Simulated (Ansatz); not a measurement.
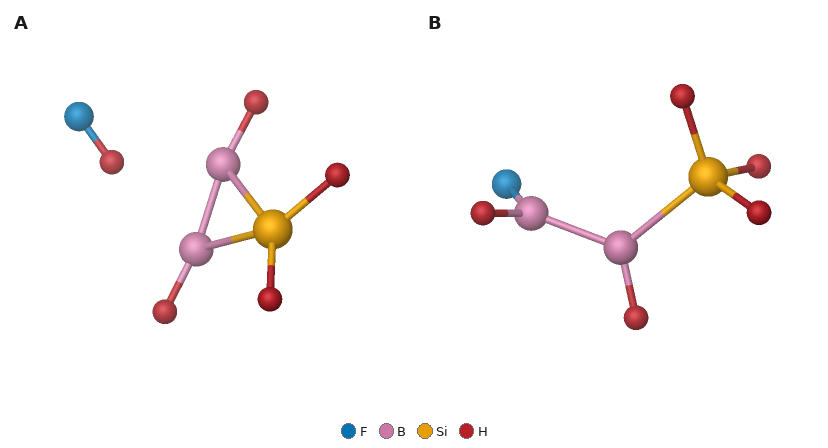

2 stationary structures of one formula. Geometries: PBE-D4/def2-SVP. Electronic energies: PBE-D4/def2-SVP (Ansatz 0.2.0), without zero-point energy. No frequency run is at hand to confirm each as a minimum. Each is one conformer, not always the lowest.

Which is lowest in energy, and by how much?

B is lowest; A lies 228.9 kJ/mol above it.
